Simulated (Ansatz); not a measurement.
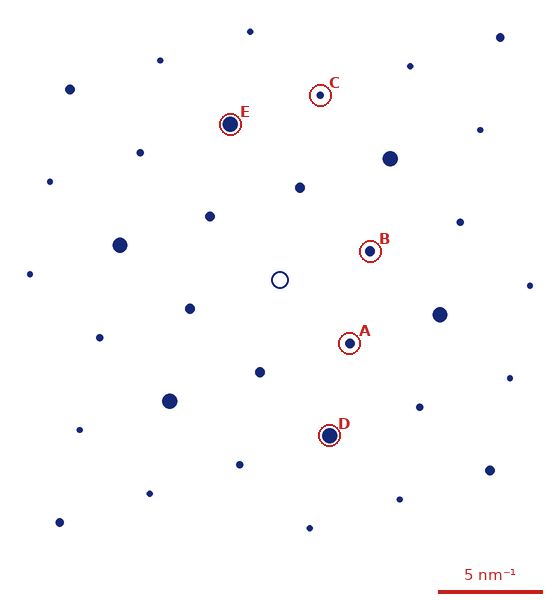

The pattern is a kinematic simulation for 300 kV electrons (no multiple scattering; isotropic B = 0.5 Å²). The zone axis points towards the electron source and the pattern is seen from the source side.

The sample is Co, space group P6_3/mmc (No. 194), a = 2.53 Å, c = 8.19 Å (hexagonal axes). Structure: the input geometry of an electronic-structure calculation (not necessarily at equilibrium); the starting structure was generated, so it need not be a known form of this composition.

Spot A is indexed -1 0 0 and spot B 0 -1 0.

### Give hkl for C, D, E.

C = −2A + 2B = 2 -2 0 (d = 1.097 Å). D = 2A − B = -2 1 0 (d = 1.267 Å). E = −2A + B = 2 -1 0 (d = 1.267 Å).

### Which zone axis is this?

The cross product of A and B is parallel to [001]; every spot obeys hu + kv + lw = 0.

### What are the spacings of A and B and the angle between them?

d(A) = 2.194 Å, d(B) = 2.194 Å, and the angle is 60.0°.
